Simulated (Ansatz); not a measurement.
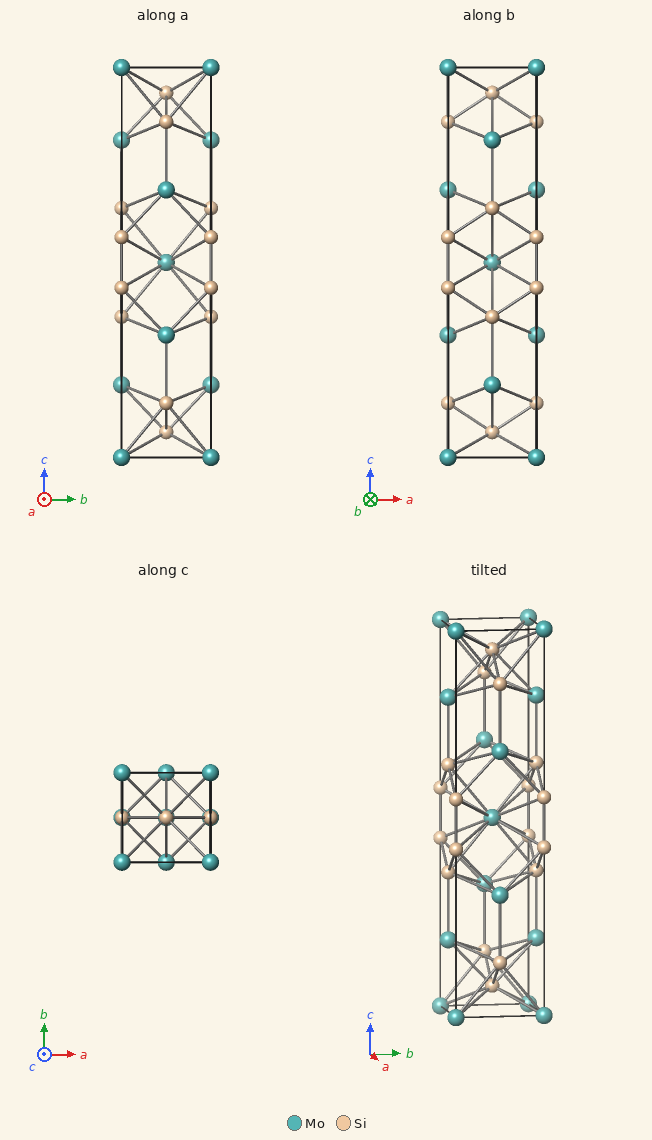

Ball-and-stick drawing of the structure, looking along the a axis, along the b axis, along the c axis and slightly off an axis. The outline marks the conventional unit cell.

Lattice parameters: a = 3.547 Å, b = 3.587 Å, c = 15.642 Å, α = 90.00°, β = 90.00°, γ = 90.00°.

Question: From the views, write a table of Wyckoff sites, with free fractional coordinates to two decimals.

Answer: Space group Immm (No. 71).
| atom | site | x | y | z |
| --- | --- | --- | --- | --- |
| Mo | 4j | 0.50 | 0.00 | 0.19 |
| Si | 4j | 0.50 | 0.00 | 0.36 |
| Mo | 2a | 0.00 | 0.00 | 0.00 |
| Si | 4i | 0.00 | 0.00 | 0.44 |

About the cell: it is a generated cell, made by putting these elements into a known structure type (the compound may or may not exist in this form), and it is unrelaxed. It was run through Ansatz as a DFT input.

At this level of theory the cell isn't at rest (compressed, at 7 GPa and forces up to 4.7 eV/Å), so its distances can differ from those at equilibrium, the more so the softer the solid.
